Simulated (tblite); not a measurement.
## C₂H₇Ge₂O: geometry relaxation (part 2 of 2)

Continued. System: C₂H₇Ge₂O, multiplicity 2, SMILES C=[C][GeH2][O][GeH3]. Method: GFN2-xTB geometry optimisation, gas phase (tblite 0.8.0). It belongs to a series of runs on one base structure; here: H removed from sp2 C.

Geometry of the input (Å):
```
C  2.9722  -0.4845  0.0371
C  1.9627  0.0063  -0.7434
Ge 0.2360  -0.2032  0.1047
O  -1.0709  0.5990  -0.8118
Ge -2.4919  0.6283  0.3056
H  2.6354  -0.9005  0.9851
H  4.0020  -0.4444  -0.2843
H  -0.0640  -1.6550  0.4824
H  0.3656  0.5867  1.4528
H  -2.8049  -0.8324  0.7442
H  -3.7146  1.3171  -0.3403
H  -2.0265  1.3821  1.5713
```

**Trajectory as extended XYZ, continued**
```
12
Properties=species:S:1:pos:R:3:forces:R:3 step=70 energy=-426.40543
C     3.0572   -0.2958   -0.3496   -0.0120   0.0070  -0.0320
C     1.7812   -0.3601   -0.1402    0.0360  -0.0270   0.0120
Ge    0.2840   -0.6468    0.9910    0.0230   0.0100   0.0060
O    -0.9527    0.3856    0.3099   -0.0010   0.0170  -0.0050
Ge   -2.6087    0.8289    0.1171   -0.0410   0.0060  -0.0190
H     3.8209   -0.5102    0.3969   -0.0170   0.0170   0.0160
H     3.4657   -0.0227   -1.3179   -0.0090  -0.0180   0.0090
H    -0.2148   -2.0671    0.9207    0.0140   0.0060  -0.0100
H     0.4518   -0.1727    2.4173    0.0030  -0.0160   0.0160
H    -3.4698   -0.3972    0.2525   -0.0070   0.0190   0.0150
H    -2.6746    1.4063   -1.2623    0.0010   0.0060  -0.0180
H    -2.9389    1.8511    1.1681    0.0100  -0.0280   0.0100
12
Properties=species:S:1:pos:R:3:forces:R:3 step=73 energy=-426.40665
C     3.0402   -0.2836   -0.3566    0.0130  -0.0150  -0.0070
C     1.7638   -0.3880   -0.1648    0.0370   0.0090   0.0080
Ge    0.2866   -0.6633    0.9965    0.0240   0.0020   0.0120
O    -0.9596    0.3713    0.3403    0.0190   0.0020   0.0050
Ge   -2.6045    0.8338    0.1086   -0.0310  -0.0040   0.0220
H     3.7938   -0.4532    0.4130   -0.0220   0.0350  -0.0230
H     3.4579   -0.0294   -1.3261   -0.0110  -0.0290   0.0230
H    -0.2106   -2.0836    0.9427   -0.0080  -0.0110  -0.0160
H     0.4876   -0.1921    2.4209   -0.0100  -0.0030   0.0040
H    -3.4859   -0.3783    0.2376   -0.0020   0.0090  -0.0120
H    -2.6307    1.4140   -1.2703   -0.0130   0.0040  -0.0190
H    -2.9375    1.8516    1.1617    0.0040   0.0020   0.0040
12
Properties=species:S:1:pos:R:3:forces:R:3 step=77 energy=-426.40757
C     3.0580   -0.2944   -0.3469   -0.0190  -0.0060  -0.0110
C     1.7758   -0.3835   -0.1907   -0.0170   0.0010   0.0340
Ge    0.2905   -0.6479    0.9673   -0.0180   0.0020  -0.0080
O    -0.9583    0.3784    0.2962   -0.0160   0.0020  -0.0140
Ge   -2.6173    0.8325    0.1197    0.0300   0.0030  -0.0050
H     3.7831   -0.4467    0.4500    0.0320   0.0240   0.0210
H     3.5067   -0.0688   -1.3075    0.0050  -0.0150  -0.0230
H    -0.2050   -2.0712    0.9168    0.0010   0.0090  -0.0120
H     0.4738   -0.1722    2.3940    0.0020  -0.0070  -0.0040
H    -3.4867   -0.3850    0.2665   -0.0070  -0.0100  -0.0120
H    -2.6941    1.4232   -1.2568    0.0040  -0.0140   0.0400
H    -2.9254    1.8350    1.1949    0.0040   0.0110  -0.0050
12
Properties=species:S:1:pos:R:3:forces:R:3 step=80 energy=-426.40832
C     3.0581   -0.2970   -0.3476    0.0150   0.0190   0.0230
C     1.7749   -0.3877   -0.1958    0.0420   0.0010   0.0120
Ge    0.2898   -0.6468    0.9633   -0.0080  -0.0100  -0.0050
O    -0.9617    0.3765    0.2942    0.0280  -0.0050  -0.0100
Ge   -2.6174    0.8328    0.1212   -0.0410  -0.0160   0.0110
H     3.7816   -0.4214    0.4586   -0.0210   0.0180  -0.0150
H     3.5173   -0.0873   -1.3082   -0.0360  -0.0300  -0.0040
H    -0.2027   -2.0694    0.9148   -0.0090  -0.0130  -0.0200
H     0.4759   -0.1800    2.3919    0.0000   0.0120   0.0040
H    -3.4942   -0.3830    0.2653    0.0200   0.0170  -0.0120
H    -2.6978    1.4278   -1.2513    0.0090  -0.0070   0.0100
H    -2.9228    1.8348    1.1971    0.0030   0.0130   0.0060
12
Properties=species:S:1:pos:R:3:forces:R:3 step=84 energy=-426.41065
C     3.0497   -0.2905   -0.3527   -0.0200   0.0590   0.0200
C     1.7695   -0.4097   -0.1943    0.0450  -0.0330  -0.0150
Ge    0.2898   -0.6637    0.9724    0.0100  -0.0060  -0.0050
O    -0.9626    0.3633    0.3134   -0.0400  -0.0030   0.0260
Ge   -2.6156    0.8368    0.1238    0.0410   0.0260  -0.0170
H     3.7683   -0.3074    0.4663    0.0080   0.0010  -0.0160
H     3.5059   -0.1480   -1.3273   -0.0350  -0.0300   0.0170
H    -0.2022   -2.0862    0.9077   -0.0040  -0.0050   0.0000
H     0.4973   -0.2112    2.4063   -0.0350   0.0040  -0.0210
H    -3.5224   -0.3574    0.2411    0.0310  -0.0250   0.0070
H    -2.6515    1.4311   -1.2503   -0.0160   0.0130   0.0090
H    -2.9251    1.8420    1.1970    0.0150  -0.0010  -0.0060
12
Properties=species:S:1:pos:R:3:forces:R:3 step=88 energy=-426.41222
C     3.0403   -0.2736   -0.3540   -0.0260  -0.0330   0.0080
C     1.7645   -0.4300   -0.1977   -0.0050  -0.0210   0.0240
Ge    0.2925   -0.6777    0.9800   -0.0090  -0.0160  -0.0010
O    -0.9671    0.3490    0.3373   -0.0100   0.0030   0.0290
Ge   -2.6091    0.8407    0.1216    0.0070   0.0170  -0.0220
H     3.7587   -0.2305    0.4627    0.0110   0.0290   0.0090
H     3.4904   -0.1892   -1.3356    0.0260   0.0200  -0.0420
H    -0.2035   -2.0978    0.9139   -0.0010  -0.0200  -0.0040
H     0.5097   -0.2390    2.4171   -0.0370   0.0200  -0.0170
H    -3.5321   -0.3449    0.2194    0.0460  -0.0050   0.0140
H    -2.6222    1.4412   -1.2499   -0.0100   0.0110  -0.0070
H    -2.9209    1.8511    1.1887    0.0100  -0.0060   0.0090
12
Properties=species:S:1:pos:R:3:forces:R:3 step=91 energy=-426.41472
C     3.0287   -0.2658   -0.3623    0.0170  -0.0250  -0.0380
C     1.7610   -0.4415   -0.1633    0.0830  -0.0140  -0.0160
Ge    0.2867   -0.6921    1.0045   -0.0280  -0.0150   0.0030
O    -0.9657    0.3478    0.3707    0.0410   0.0040   0.0100
Ge   -2.5942    0.8512    0.1103   -0.0430  -0.0510   0.0390
H     3.7704   -0.1653    0.4323   -0.0510   0.0180  -0.0640
H     3.4503   -0.2193   -1.3643   -0.0250   0.0190   0.1000
H    -0.1991   -2.1142    0.9135   -0.0130  -0.0160  -0.0020
H     0.4780   -0.2684    2.4473   -0.0120   0.0210   0.0040
H    -3.5120   -0.3413    0.2017    0.0350   0.0360  -0.0040
H    -2.5840    1.4477   -1.2612   -0.0040   0.0180  -0.0290
H    -2.9189    1.8604    1.1743    0.0000   0.0040  -0.0010
12
Properties=species:S:1:pos:R:3:forces:R:3 step=95 energy=-426.41656
C     3.0007   -0.2473   -0.3767   -0.0680  -0.0140   0.0580
C     1.7482   -0.4785   -0.1406    0.0690  -0.0170   0.0000
Ge    0.2846   -0.7334    1.0405    0.0110   0.0150   0.0020
O    -0.9635    0.3314    0.4445   -0.0320   0.0210  -0.0130
Ge   -2.5708    0.8580    0.0961    0.0550   0.0390  -0.0240
H     3.7559   -0.0724    0.3917   -0.0600   0.0000  -0.0600
H     3.3874   -0.2197   -1.3891    0.0540   0.0180  -0.0140
H    -0.2078   -2.1546    0.9448   -0.0130   0.0120   0.0030
H     0.4940   -0.3048    2.4799   -0.0120  -0.0090   0.0020
H    -3.5031   -0.3174    0.1547   -0.0170  -0.0300  -0.0050
H    -2.5032    1.4565   -1.2805    0.0090  -0.0330   0.0480
H    -2.9212    1.8816    1.1380    0.0050  -0.0030   0.0020
12
Properties=species:S:1:pos:R:3:forces:R:3 step=99 energy=-426.41948
C     2.9377   -0.2179   -0.3989    0.0570   0.0860  -0.0380
C     1.7129   -0.5599   -0.1561    0.0440  -0.0030   0.0110
Ge    0.2879   -0.7911    1.0777   -0.0190  -0.0180   0.0020
O    -0.9706    0.2847    0.5348    0.0420   0.0330   0.0310
Ge   -2.5224    0.8715    0.0791   -0.0490  -0.0240   0.0140
H     3.6469    0.1327    0.3556   -0.0770  -0.0590  -0.0900
H     3.3459   -0.2433   -1.4067    0.0090  -0.0100   0.0900
H    -0.2285   -2.2034    1.0040   -0.0200  -0.0180  -0.0040
H     0.5412   -0.3705    2.5120   -0.0040   0.0150   0.0120
H    -3.4909   -0.2790    0.0865   -0.0040   0.0110  -0.0280
H    -2.3542    1.4714   -1.2842    0.0040  -0.0180  -0.0160
H    -2.9048    1.9042    1.0996    0.0180   0.0060   0.0160
12
Properties=species:S:1:pos:R:3:forces:R:3 step=102 energy=-426.42134
C     2.9114   -0.2005   -0.4108   -0.1380  -0.0100  -0.0120
C     1.7022   -0.5824   -0.1433    0.0870   0.0290  -0.0210
Ge    0.2868   -0.8148    1.1018   -0.0210   0.0060   0.0100
O    -0.9691    0.2773    0.5813   -0.0030   0.0270   0.0370
Ge   -2.5035    0.8738    0.0697    0.0250  -0.0220   0.0050
H     3.6192    0.1720    0.3255    0.0300   0.0080   0.0460
H     3.3056   -0.2249   -1.4197    0.0380  -0.0180  -0.0400
H    -0.2400   -2.2248    1.0293   -0.0110   0.0040  -0.0020
H     0.5548   -0.3904    2.5338   -0.0090  -0.0040  -0.0050
H    -3.4813   -0.2688    0.0536   -0.0010   0.0150  -0.0290
H    -2.2832    1.4658   -1.2918   -0.0140  -0.0290   0.0030
H    -2.9016    1.9171    1.0741    0.0170  -0.0060   0.0090
12
Properties=species:S:1:pos:R:3:forces:R:3 step=106 energy=-426.42407
C     2.8586   -0.1710   -0.4316    0.0170  -0.0210   0.0190
C     1.6855   -0.6264   -0.1278   -0.0310   0.0220  -0.0070
Ge    0.2839   -0.8510    1.1376    0.0130   0.0030  -0.0050
O    -0.9634    0.2658    0.6519   -0.0160   0.0110   0.0530
Ge   -2.4610    0.8771    0.0582    0.0160  -0.0050  -0.0100
H     3.5451    0.2879    0.2784   -0.0020   0.0110   0.0100
H     3.2569   -0.2344   -1.4379    0.0090  -0.0070  -0.0290
H    -0.2582   -2.2562    1.0647   -0.0120   0.0150  -0.0070
H     0.5651   -0.4367    2.5696    0.0040  -0.0060  -0.0020
H    -3.4569   -0.2476   -0.0054    0.0040   0.0070  -0.0170
H    -2.1730    1.4596   -1.2940   -0.0120  -0.0190  -0.0150
H    -2.8815    1.9322    1.0397    0.0100  -0.0110   0.0120
12
Properties=species:S:1:pos:R:3:forces:R:3 step=110 energy=-426.42307
C     2.7464   -0.1167   -0.4712   -0.2320  -0.1770   0.3160
C     1.6374   -0.7106   -0.1262    0.4760   0.3500  -0.1480
Ge    0.2832   -0.9220    1.2002   -0.0070   0.0330  -0.0040
O    -0.9687    0.2352    0.8186   -0.1600   0.0270  -0.0230
Ge   -2.3737    0.8824    0.0332    0.1420  -0.0430  -0.0340
H     3.3723    0.4847    0.2054   -0.2370  -0.1720  -0.1820
H     3.1678   -0.2132   -1.4671   -0.0510  -0.0040   0.0320
H    -0.2998   -2.3131    1.1521    0.0050   0.0270  -0.0350
H     0.6207   -0.5192    2.6226    0.0300  -0.0110  -0.0060
H    -3.4081   -0.2005   -0.1324    0.0550   0.0140   0.0100
H    -1.9401    1.4344   -1.3018   -0.0230  -0.0430   0.0820
H    -2.8362    1.9580    0.9699    0.0010  -0.0020  -0.0080
12
Properties=species:S:1:pos:R:3:forces:R:3 step=113 energy=-426.42766
C     2.7041   -0.1021   -0.4834   -0.1940  -0.1350   0.2410
C     1.6086   -0.7129   -0.1307    0.3690   0.2830  -0.1170
Ge    0.2813   -0.9373    1.2229   -0.0240   0.0400   0.0050
O    -0.9841    0.2256    0.8997   -0.2070   0.0410  -0.0920
Ge   -2.3385    0.8805    0.0233    0.1980  -0.0460  -0.0380
H     3.3163    0.5174    0.1850   -0.1790  -0.1430  -0.1300
H     3.1215   -0.1888   -1.4821   -0.0540  -0.0190   0.0330
H    -0.3135   -2.3236    1.1822    0.0230   0.0220  -0.0520
H     0.6472   -0.5475    2.6408    0.0410  -0.0080   0.0010
H    -3.3842   -0.1862   -0.1869    0.0760   0.0190   0.0300
H    -1.8398    1.4073   -1.3065   -0.0440  -0.0540   0.1640
H    -2.8177    1.9670    0.9392   -0.0060  -0.0010  -0.0430
12
Properties=species:S:1:pos:R:3:forces:R:3 step=117 energy=-426.43880
C     2.7004   -0.1061   -0.4808   -0.0460  -0.0180  -0.0330
C     1.5893   -0.6724   -0.1280    0.0090   0.0160  -0.0210
Ge    0.2743   -0.9226    1.2278   -0.0110   0.0060   0.0260
O    -1.0068    0.2263    0.9299   -0.0760   0.0010  -0.0100
Ge   -2.3275    0.8762    0.0215    0.0590   0.0070  -0.0400
H     3.3302    0.4803    0.1844    0.0280   0.0090   0.0360
H     3.0923   -0.1804   -1.4902   -0.0140  -0.0240   0.0120
H    -0.3104   -2.3105    1.1728    0.0220  -0.0030  -0.0520
H     0.6503   -0.5517    2.6461    0.0360   0.0050   0.0210
H    -3.3683   -0.1875   -0.2035    0.0290  -0.0080   0.0350
H    -1.8084    1.3797   -1.3020   -0.0110   0.0000   0.0910
H    -2.8140    1.9681    0.9254   -0.0240   0.0100  -0.0640
12
Properties=species:S:1:pos:R:3:forces:R:3 step=121 energy=-426.44879
C     2.6393   -0.0831   -0.4986   -0.2110  -0.0190  -0.0070
C     1.5164   -0.5862   -0.0884    0.1270  -0.0100  -0.0010
Ge    0.2450   -0.9142    1.2888    0.0110   0.0050   0.0160
O    -1.0773    0.2115    1.0771    0.0180  -0.0220   0.0380
Ge   -2.2598    0.8660    0.0004   -0.0220   0.0170   0.0160
H     3.3456    0.4685    0.1173    0.0070  -0.0240   0.0700
H     2.9457   -0.1643   -1.5352    0.0370  -0.0080  -0.0510
H    -0.3178   -2.3072    1.1780    0.0410  -0.0120  -0.0520
H     0.6588   -0.6144    2.7132    0.0090   0.0270   0.0070
H    -3.2996   -0.1776   -0.2941    0.0040  -0.0210   0.0160
H    -1.5893    1.3041   -1.2698    0.0040   0.0340   0.0110
H    -2.8059    1.9962    0.8147   -0.0270   0.0320  -0.0630
12
Properties=species:S:1:pos:R:3:forces:R:3 step=124 energy=-426.45410
C     2.5975   -0.0666   -0.5107   -0.0100  -0.0460   0.0650
C     1.4788   -0.5550   -0.0782    0.0020  -0.0360  -0.0330
Ge    0.2311   -0.9126    1.3111    0.0470   0.0310  -0.0030
O    -1.1068    0.2033    1.1366   -0.0130   0.0100   0.0100
Ge   -2.2342    0.8598   -0.0052    0.0490  -0.0410  -0.0130
H     3.3516    0.4079    0.1166   -0.0270  -0.0020   0.0070
H     2.8782   -0.1178   -1.5565   -0.0010   0.0260  -0.0490
H    -0.3072   -2.3129    1.1833    0.0230  -0.0060  -0.0310
H     0.6797   -0.6164    2.7237   -0.0170   0.0130   0.0320
H    -3.2645   -0.1887   -0.3158    0.0130   0.0090  -0.0140
H    -1.4935    1.2818   -1.2436   -0.0290  -0.0100   0.0150
H    -2.8094    2.0165    0.7422   -0.0360   0.0530   0.0140
12
Properties=species:S:1:pos:R:3:forces:R:3 step=128 energy=-426.45612
C     2.5810   -0.0696   -0.5121    0.0090  -0.0030  -0.0010
C     1.4581   -0.5662   -0.1016   -0.0080  -0.0180  -0.0220
Ge    0.2352   -0.9132    1.3126    0.0130  -0.0150   0.0050
O    -1.1109    0.1971    1.1455    0.0350   0.0000   0.0220
Ge   -2.2236    0.8596   -0.0049   -0.0200   0.0220   0.0140
H     3.3256    0.3877    0.1378    0.0060   0.0000   0.0030
H     2.8689   -0.0844   -1.5581   -0.0010   0.0060  -0.0050
H    -0.2908   -2.3211    1.1942    0.0050   0.0220  -0.0100
H     0.6983   -0.6059    2.7199   -0.0240   0.0120   0.0130
H    -3.2471   -0.1915   -0.3207   -0.0180   0.0030  -0.0160
H    -1.4870    1.2826   -1.2448    0.0030  -0.0090   0.0170
H    -2.8064    2.0243    0.7357   -0.0010  -0.0200  -0.0190
12
Properties=species:S:1:pos:R:3:forces:R:3 step=132 energy=-426.45699
C     2.5853   -0.0737   -0.5143    0.0000   0.0050  -0.0050
C     1.4611   -0.5651   -0.1008   -0.0020   0.0040   0.0010
Ge    0.2394   -0.9091    1.3167   -0.0010   0.0070  -0.0040
O    -1.1056    0.2042    1.1507   -0.0030   0.0090  -0.0020
Ge   -2.2246    0.8573   -0.0015    0.0060  -0.0050  -0.0030
H     3.3394    0.3703    0.1343   -0.0020  -0.0080  -0.0040
H     2.8623   -0.0776   -1.5636    0.0060   0.0000   0.0060
H    -0.2876   -2.3137    1.1840   -0.0040  -0.0040   0.0030
H     0.6812   -0.6011    2.7307   -0.0010   0.0000  -0.0010
H    -3.2503   -0.1920   -0.3197    0.0020  -0.0040  -0.0070
H    -1.4832    1.2766   -1.2388   -0.0010  -0.0060   0.0040
H    -2.8164    2.0233    0.7257   -0.0010   0.0020   0.0120
12
Properties=species:S:1:pos:R:3:forces:R:3 step=135 energy=-426.45718
C     2.5863   -0.0758   -0.5150    0.0150   0.0110  -0.0160
C     1.4552   -0.5485   -0.1001   -0.0260  -0.0110   0.0050
Ge    0.2370   -0.9010    1.3180   -0.0010  -0.0030   0.0060
O    -1.1118    0.2088    1.1586    0.0050   0.0020   0.0060
Ge   -2.2257    0.8552   -0.0017   -0.0010   0.0000   0.0050
H     3.3564    0.3363    0.1351    0.0110   0.0010   0.0050
H     2.8541   -0.0641   -1.5667    0.0020  -0.0010   0.0050
H    -0.2852   -2.3077    1.1805    0.0000   0.0060   0.0030
H     0.6787   -0.5968    2.7332   -0.0010  -0.0020  -0.0070
H    -3.2476   -0.1972   -0.3220   -0.0030  -0.0020  -0.0030
H    -1.4763    1.2659   -1.2359    0.0010   0.0050  -0.0090
H    -2.8200    2.0243    0.7193   -0.0010  -0.0060   0.0010
12
Properties=species:S:1:pos:R:3:forces:R:3 step=139 energy=-426.45729
C     2.5953   -0.0798   -0.5129   -0.0020  -0.0020   0.0000
C     1.4561   -0.5409   -0.1057   -0.0020   0.0020   0.0010
Ge    0.2387   -0.8952    1.3130    0.0010   0.0020  -0.0020
O    -1.1115    0.2126    1.1535    0.0040   0.0000   0.0040
Ge   -2.2344    0.8540   -0.0008   -0.0040   0.0010   0.0010
H     3.3757    0.3011    0.1443    0.0000   0.0010   0.0030
H     2.8612   -0.0497   -1.5643    0.0020  -0.0020  -0.0040
H    -0.2819   -2.3022    1.1806   -0.0030  -0.0030  -0.0030
H     0.6814   -0.5868    2.7260    0.0030   0.0020   0.0040
H    -3.2567   -0.2005   -0.3140    0.0020  -0.0020  -0.0010
H    -1.4951    1.2659   -1.2412    0.0000   0.0030  -0.0020
H    -2.8275    2.0208    0.7247   -0.0020  -0.0010  -0.0010
```

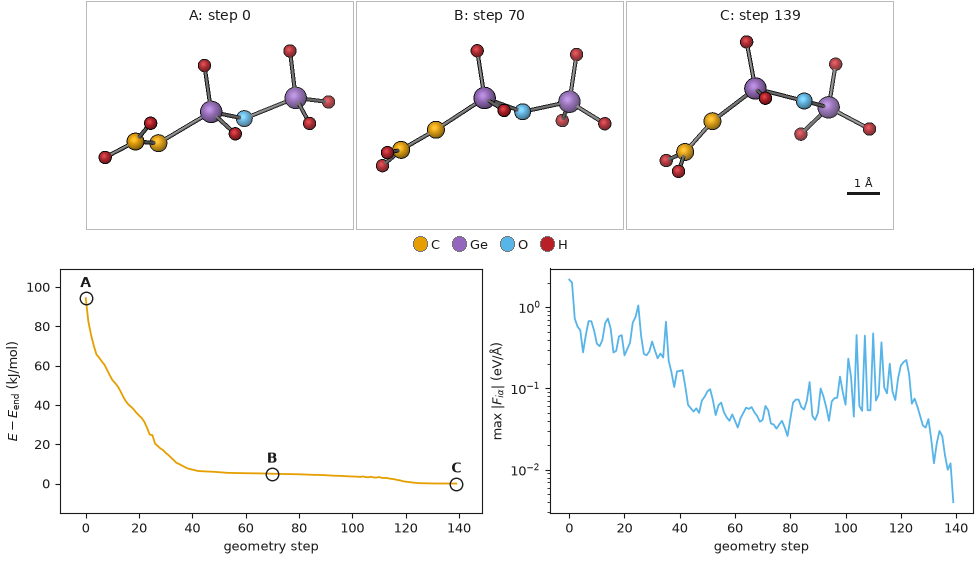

**Figure 1.** Frames of the relaxation (ball-and-stick view, seen at a tilt) above the curves, on which the letters mark them (steps are counted from 0).

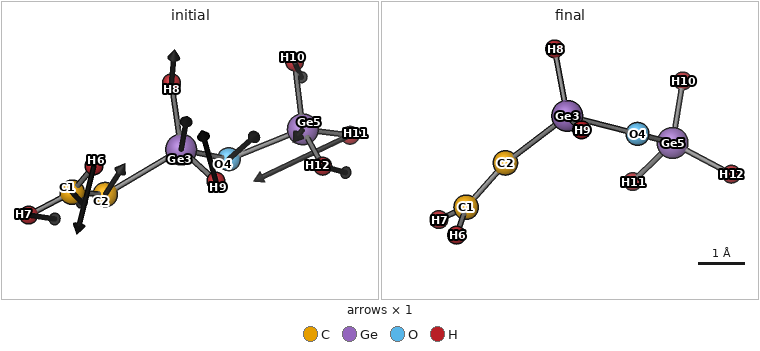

**Figure 2.** Before (left) and after (right) the relaxation, at one scale (ball-and-stick view, seen at a tilt). The black arrows give the displacements, at true length. The atom that moves furthest after the best rigid fit is H11 (2.36 Å). Largest moves by element: H 2.36 Å, O 2.02 Å, Ge 1.37 Å, C 0.93 Å. Among the contacts that change: O4–Ge5 1.808 → 1.733 Å, C1–C2 1.367 → 1.295 Å, Ge3–H9 1.568 → 1.513 Å, Ge5–H10 1.557 → 1.502 Å. Among the angles that change: C1–C2–Ge3 111.7° → 149.7°, Ge3–O4–Ge5 105.4° → 142.5°, C2–Ge3–H9 104.4° → 118.1°. After 139 geometry steps the energy has fallen by 94.3 kJ/mol. The largest force component goes from 2.2 to 0.004 eV/Å. (Atoms are counted from 1 in the order of the input.)

**Key numbers**

- outcome: converged
- total energy: −426.4573 eV
- hardware: 1 CPU thread, shared host
- wall time: 0.61 s
- peak memory: 0.18 GiB
